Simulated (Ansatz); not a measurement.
**AlPH3 (doublet): from Hartree-Fock to the top rungs, cc-pVDZ**

Aim: climb from Hartree-Fock through coupled cluster for AlPH3 (doublet) at one geometry and basis, and see what each rung misses.

The runs use Ansatz 0.2.0, Gaussian basis; cc-pVDZ, core rule «outside noble gas», up to 10 orbitals frozen.

Plan: UHF; CCSD(T) on ROHF; CCSD(T) on UHF; BCCD(T) on ROHF; CISD; CCSDT(Q) on ROHF; CCSDT(Q) on UHF.

21 further runs of the same task are left out: 7 that didn't finish, 14 set aside as unsound or not needed.

## 1. The system

The geometry is a PBE0/def2-TZVP stationary point (not a proven minimum).

5 atoms, charge 0, spin multiplicity 2.

Atoms are counted from 1 here; the program's logs count them from 0.

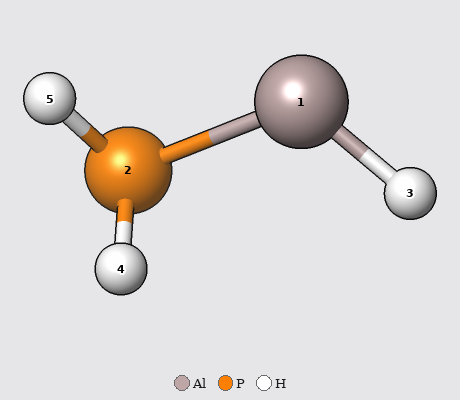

The structure; aluminium light grey, phosphorus orange, hydrogen white; atoms are numbered from 1 in the order of the file.

In the tables R marks a restricted open-shell determinant and U an unrestricted one; energies count from the table's Hartree-Fock row.

## 2. UHF

The input, in.yaml:

```yaml
crystal:
  periodic: [false, false, false]
  atoms:
    - {symbol: Al, position_ang: [0.042298, -0.119616, 1.254150]}
    - {symbol: P, position_ang: [-0.090450, 0.068392, -1.079457]}
    - {symbol: H, position_ang: [-0.052697, 1.261982, 2.066825]}
    - {symbol: H, position_ang: [1.035122, 0.939745, -1.114035]}
    - {symbol: H, position_ang: [0.664801, -1.101382, -1.353659]}
basis:
  gaussian: {orbitals: cc-pVDZ}
magnetization: {spin_polarized: true, initial_magnetization: 1}
hamiltonian: {xc: hf}
output: {orbitals: {seedname: orbitals}}
```

On the command line:

```
$ ansatz run in.yaml --threads 1 --pin off --events-out ev --progress --plain --max-ram 2393MiB
```

The log of the run:

```text
Functional definition: HF
  name "HF"
  cite "Fock, Z. Phys. 61, 126 (1930) doi:10.1007/BF01340294"
  parent pbe
  exchange = exact_x
  correlation = 0
503 factors; integrals over basis functions are off by at most 1.2e-3 eV
mean field evaluation 1: about -15900.3953 eV, gradient 8.3e0 eV
mean field evaluation 2: about -15900.4173 eV, gradient 8.3e0 eV
mean field evaluation 4: about -15901.4813 eV, gradient 1.3e0 eV
mean field evaluation 8: about -15901.5242 eV, gradient 8.7e-2 eV
mean field -15901.52458253 eV, -584.3702499674 hartree, gradient 8.2e-5 eV, S^2 0.756142; 0 other end points of the search recorded, 0 dependent functions left out
reference -15901.52458253 eV, -584.3702499674 hartree; 16, 15 occupied and 35, 36 virtual orbitals, 503 factors
Total energy: -15901.52458253 eV, -584.3702499674 hartree
```

Run time: 0.45 s. Hardware: 1 thread of Arm Neoverse V1, shared host.

From the report: ⟨S²⟩ of the determinant 0.756 (pure doublet: 0.75).

## 3. CCSD(T) on ROHF

Edit in.yaml of step 2 so:

```diff
@@ -10,4 +10,3 @@
   gaussian: {orbitals: cc-pVDZ}
-magnetization: {spin_polarized: true, initial_magnetization: 1}
-hamiltonian: {xc: hf}
-output: {orbitals: {seedname: orbitals}}
+magnetization: {spin_polarized: false, initial_magnetization: 1}
+correlation: {method: ccsd_t, electrons: outside_noble_gas}
```

Launched as before.

The log of the run, shortened:

```text
Functional definition: HF
  name "HF"
  cite "Fock, Z. Phys. 61, 126 (1930) doi:10.1007/BF01340294"
  parent pbe
[...]
503 factors; integrals over basis functions are off by at most 1.2e-3 eV
[...]
mean field -15901.49169372 eV, -584.3690413262 hartree, gradient 2.0e-6 eV, S^2 0.750000; 1 other end points of the search recorded, 0 dependent functions left out
determinant -15901.49169372 eV, -584.3690413262 hartree, with singles and doubles -15907.23383918 eV, -584.5800612795 hartree
determinant -15899.25587666 eV, -584.2868765646 hartree, with singles and doubles -15905.31638034 eV, -584.5095959670 hartree
10 core orbitals not correlated: weight in the atoms' cores, before any rotation towards them, 1.000 or more for the frozen orbitals, at most 0.000 for the correlated occupied ones
reference -15901.49169372 eV, -584.3690413262 hartree; 6, 5 occupied and 35, 36 virtual orbitals, 503 factors
second order -4.73650268 eV of doubles, -0.01785656 eV of singles
cycle   1  -5.74235457 eV  change   -2.1e-4 eV  update   9.6e-4
[...]
cycle   8  -5.74260653 eV  change    8.1e-6 eV  update   5.8e-6
perturbative correction -0.16770910 eV, -0.0061631958 hartree
Total energy: -15907.40200936 eV, -584.5862414196 hartree
```

It took 2.1 s on 1 thread of Arm Neoverse V1, shared host.

From the report: correlation -5.9103 eV; T1 0.021; largest double amplitude 0.03.

## 4. CCSD(T) on UHF

Edit in.yaml of step 3 so:

```diff
@@ -10,3 +10,3 @@
   gaussian: {orbitals: cc-pVDZ}
-magnetization: {spin_polarized: false, initial_magnetization: 1}
+magnetization: {spin_polarized: true, initial_magnetization: 1}
 correlation: {method: ccsd_t, electrons: outside_noble_gas}
```

Same command.

The log of the run, shortened:

```text
Functional definition: HF
  name "HF"
  cite "Fock, Z. Phys. 61, 126 (1930) doi:10.1007/BF01340294"
  parent pbe
[...]
503 factors; integrals over basis functions are off by at most 1.2e-3 eV
[...]
mean field -15901.52458253 eV, -584.3702499674 hartree, gradient 1.8e-6 eV, S^2 0.756142; 1 other end points of the search recorded, 0 dependent functions left out
determinant -15901.52458253 eV, -584.3702499674 hartree, with singles and doubles -15907.23542706 eV, -584.5801196331 hartree
determinant -15899.42148013 eV, -584.2929623799 hartree, with singles and doubles -15905.30100636 eV, -584.5090309834 hartree
10 core orbitals not correlated: weight in the atoms' cores, before any rotation towards them, 1.000 or more for the frozen orbitals, at most 0.000 for the correlated occupied ones
reference -15901.52458253 eV, -584.3702499674 hartree; 6, 5 occupied and 35, 36 virtual orbitals, 503 factors
second order -4.72633818 eV of doubles, -0.00000000 eV of singles
cycle   1  -5.71102015 eV  change   -1.8e-4 eV  update   9.6e-4
[...]
cycle   8  -5.71126925 eV  change    7.6e-6 eV  update   5.3e-6
perturbative correction -0.16640661 eV, -0.0061153302 hartree
Total energy: -15907.40225839 eV, -584.5862505713 hartree
```

It took 2.1 s on 1 thread of Arm Neoverse V1, shared host.

From the report: ⟨S²⟩ of the determinant 0.756 (pure doublet: 0.75); correlation -5.8777 eV; T1 0.017; largest double amplitude 0.03.

## 5. BCCD(T) on ROHF

Edit in.yaml of step 4 so:

```diff
@@ -10,3 +10,3 @@
   gaussian: {orbitals: cc-pVDZ}
-magnetization: {spin_polarized: true, initial_magnetization: 1}
-correlation: {method: ccsd_t, electrons: outside_noble_gas}
+magnetization: {spin_polarized: false, initial_magnetization: 1}
+correlation: {method: bccd_t, electrons: outside_noble_gas}
```

Same command.

The log of the run, shortened:

```text
Functional definition: HF
  name "HF"
  cite "Fock, Z. Phys. 61, 126 (1930) doi:10.1007/BF01340294"
  parent pbe
[...]
503 factors; integrals over basis functions are off by at most 1.2e-3 eV
[...]
mean field -15901.49169372 eV, -584.3690413262 hartree, gradient 2.0e-6 eV, S^2 0.750000; 1 other end points of the search recorded, 0 dependent functions left out
determinant -15901.49169372 eV, -584.3690413262 hartree, with singles and doubles -15907.23383918 eV, -584.5800612795 hartree
determinant -15899.25587666 eV, -584.2868765646 hartree, with singles and doubles -15905.31638034 eV, -584.5095959670 hartree
10 core orbitals not correlated: weight in the atoms' cores, before any rotation towards them, 1.000 or more for the frozen orbitals, at most 0.000 for the correlated occupied ones
reference -15901.49169372 eV, -584.3690413262 hartree; 6, 5 occupied and 35, 36 virtual orbitals, 503 factors
second order -4.73650268 eV of doubles, -0.01785656 eV of singles
cycle   1  -5.73810674 eV  change    4.0e-3 eV  update   5.1e-3
[...]
cycle  10  -5.73697591 eV  change    1.7e-6 eV  update   7.5e-6
perturbative correction -0.17405915 eV, -0.0063965558 hartree
Total energy: -15907.40272879 eV, -584.5862678581 hartree
```

Run time: 2.5 s. Hardware: 1 thread of Arm Neoverse V1, shared host.

From the report: correlation -5.9110 eV; largest double amplitude 0.04.

## 6. CISD

Edit in.yaml of step 5 so:

```diff
@@ -11,2 +11,2 @@
 magnetization: {spin_polarized: false, initial_magnetization: 1}
-correlation: {method: bccd_t, electrons: outside_noble_gas}
+correlation: {active_space: {ras: {orbitals: [5, 1, 35], electrons: 11, max_holes: 2, max_particles: 2}, fixed_orbitals: true}}
```

Same command.

The log of the run:

```text
Functional definition: HF
  name "HF"
  cite "Fock, Z. Phys. 61, 126 (1930) doi:10.1007/BF01340294"
  parent pbe
  exchange = exact_x
  correlation = 0
503 factors; integrals over basis functions are off by at most 1.2e-3 eV
mean field evaluation 1: about -15900.4180 eV, gradient 1.1e1 eV
mean field evaluation 2: about -15900.4397 eV, gradient 1.1e1 eV
mean field evaluation 4: about -15901.4634 eV, gradient 1.5e0 eV
mean field evaluation 8: about -15901.4917 eV, gradient 1.7e-4 eV
mean field -15901.49169372 eV, -584.3690413262 hartree, gradient 2.0e-6 eV, S^2 0.750000; 0 other end points of the search recorded, 0 dependent functions left out
reference -15901.49169372 eV, -584.3690413262 hartree; 16, 15 occupied and 35, 36 virtual orbitals, 503 factors
state -15906.77065277 eV, -584.5630394931 hartree
Total energy: -15906.77065277 eV, -584.5630394931 hartree
```

Run time: 2.5 s. Hardware: 1 thread of Arm Neoverse V1, shared host.

From the report: 80,541 determinants.

## 7. CCSDT(Q) on ROHF

Edit in.yaml of step 6 so:

```diff
@@ -11,2 +11,2 @@
 magnetization: {spin_polarized: false, initial_magnetization: 1}
-correlation: {active_space: {ras: {orbitals: [5, 1, 35], electrons: 11, max_holes: 2, max_particles: 2}, fixed_orbitals: true}}
+correlation: {method: ccsdt_q, electrons: outside_noble_gas}
```

The command is unchanged.

The log of the run, shortened:

```text
Functional definition: HF
  name "HF"
  cite "Fock, Z. Phys. 61, 126 (1930) doi:10.1007/BF01340294"
  parent pbe
[...]
987 factors; integrals over basis functions are off by at most 1.9e-7 eV
[...]
mean field -15901.49174490 eV, -584.3690432067 hartree, gradient 2.0e-6 eV, S^2 0.750000; 1 other end points of the search recorded, 0 dependent functions left out
determinant -15901.49174490 eV, -584.3690432067 hartree, with singles and doubles -15907.23388883 eV, -584.5800631040 hartree
determinant -15899.25593587 eV, -584.2868787404 hartree, with singles and doubles -15905.31643610 eV, -584.5095980160 hartree
10 core orbitals not correlated: weight in the atoms' cores, before any rotation towards them, 1.000 or more for the frozen orbitals, at most 0.000 for the correlated occupied ones
reference -15901.49174490 eV, -584.3690432067 hartree; 6, 5 occupied and 35, 36 virtual orbitals, 987 factors
second order -4.73655006 eV of doubles, -0.01785668 eV of singles
cycle   1  -5.45193216 eV  change   -7.0e-1 eV  update   8.0e-2
[...]
cycle  18  -5.94024813 eV  change   -2.6e-8 eV  update   1.1e-6
perturbative correction -0.00988750 eV, -0.0003633589 hartree
Total energy: -15907.44188053 eV, -584.5877066580 hartree
```

Wall time 62 s (1 thread of Arm Neoverse V1, shared host); peak memory 0.57 GiB.

From the report: correlation -5.9501 eV; T1 0.023; largest double amplitude 0.04.

## 8. CCSDT(Q) on UHF

Edit in.yaml of step 7 so:

```diff
@@ -10,3 +10,3 @@
   gaussian: {orbitals: cc-pVDZ}
-magnetization: {spin_polarized: false, initial_magnetization: 1}
+magnetization: {spin_polarized: true, initial_magnetization: 1}
 correlation: {method: ccsdt_q, electrons: outside_noble_gas}
```

Same command.

The log of the run, shortened:

```text
Functional definition: HF
  name "HF"
  cite "Fock, Z. Phys. 61, 126 (1930) doi:10.1007/BF01340294"
  parent pbe
[...]
987 factors; integrals over basis functions are off by at most 1.9e-7 eV
[...]
mean field -15901.52463396 eV, -584.3702518576 hartree, gradient 1.8e-6 eV, S^2 0.756142; 1 other end points of the search recorded, 0 dependent functions left out
determinant -15901.52463396 eV, -584.3702518576 hartree, with singles and doubles -15907.23547665 eV, -584.5801214553 hartree
determinant -15899.42154238 eV, -584.2929646676 hartree, with singles and doubles -15905.30109286 eV, -584.5090341625 hartree
10 core orbitals not correlated: weight in the atoms' cores, before any rotation towards them, 1.000 or more for the frozen orbitals, at most 0.000 for the correlated occupied ones
reference -15901.52463396 eV, -584.3702518576 hartree; 6, 5 occupied and 35, 36 virtual orbitals, 987 factors
second order -4.72638518 eV of doubles, -0.00000000 eV of singles
cycle   1  -5.42354973 eV  change   -7.0e-1 eV  update   8.0e-2
[...]
cycle  18  -5.90768360 eV  change    9.0e-8 eV  update   1.1e-6
perturbative correction -0.01022789 eV, -0.0003758679 hartree
Total energy: -15907.44254545 eV, -584.5877310935 hartree
```

Wall time 55 s (1 thread of Arm Neoverse V1, shared host); peak memory 0.48 GiB.

From the report: ⟨S²⟩ of the determinant 0.756 (pure doublet: 0.75); correlation -5.9179 eV; T1 0.019; largest double amplitude 0.04.

## 9. All levels against the top one

The yardstick is UCCSDT(Q), where the cluster series has nearly closed. Rows without a time come out of other runs: HF, MP2 and CCSD of CCSD(T), CCSDT of CCSDT(Q).

Differences are taken before rounding.

| method | energy from the lowest RHF (kJ/mol) | from UCCSDT(Q) (kJ/mol) | time |
| --- | --- | --- | --- |
| RHF | 0.0 | +574.2 |  |
| UHF | -3.2 | +571.0 |  |
| RMP2 | -458.7 | +115.4 |  |
| UMP2 | -459.2 | +115.0 |  |
| CISD | -509.3 | +64.8 | 2.5 s |
| RCCSD | -554.1 | +20.1 |  |
| UCCSD | -554.2 | +19.9 |  |
| RCCSD(T) | -570.3 | +3.9 | 2.1 s |
| UCCSD(T) | -570.3 | +3.9 | 2.1 s |
| BCCD(T) | -570.3 | +3.8 | 2.5 s |
| RCCSDT | -573.2 | +1.0 |  |
| UCCSDT | -573.2 | +1.0 |  |
| RCCSDT(Q) | -574.1 | +0.1 | 62 s |
| UCCSDT(Q) | -574.2 | 0 | 55 s |

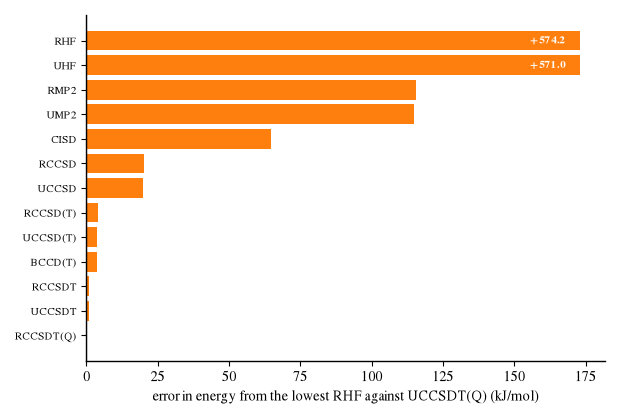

Deviations from UCCSDT(Q), method by method. Bars with a number in them are cut short.

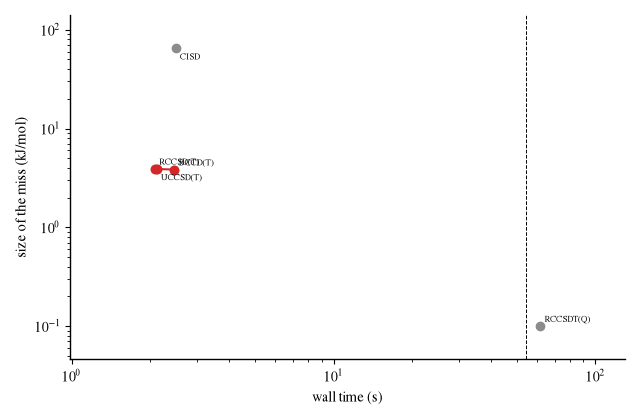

Accuracy for the time spent; red marks the levels that beat every quicker one drawn (of those quicker than the yardstick), and the dashed line is the time of UCCSDT(Q). Misses under 0.1 kJ/mol are drawn at that value. Times are from a shared host.

With the free atoms at the same levels and basis (separate runs), the atomisation energy is 10.247 eV at UCCSDT(Q), 10.227 eV at RCCSD(T), 10.226 eV at UCCSD(T), 7.947 eV at RHF.

## 10. Results

| quantity | value |
| --- | --- |
| UCCSDT(Q) below the RHF energy | -5.9509 eV |
| RMP2 from UCCSDT(Q) | +115.4 kJ/mol |
| UMP2 from UCCSDT(Q) | +115.0 kJ/mol |
| RCCSD from UCCSDT(Q) | +20.1 kJ/mol |
| RCCSD(T) from UCCSDT(Q) | +3.9 kJ/mol |
| UCCSD(T) from UCCSDT(Q) | +3.9 kJ/mol |
| RCCSDT(Q) from UCCSDT(Q) | +0.1 kJ/mol |
| levels within 1 kcal/mol (43 meV) | RCCSD(T), UCCSD(T), BCCD(T), RCCSDT, UCCSDT, RCCSDT(Q) |
| T1 diagnostic | 0.021 |

**Reading.** RCCSD(T) lands +3.9 kJ/mol from the yardstick (0.7 % of the correlation energy). These misses are within one basis, not against nature; the frozen cores of restricted and unrestricted runs differ, which can shift their rows.

BCCD(T) reaches 3.8 kJ/mol from the reference in 2.5 s, where UCCSDT(Q) took 55 s; the quickest level in the cost chart, RCCSD(T), takes 2.1 s and misses by 3.9 kJ/mol.
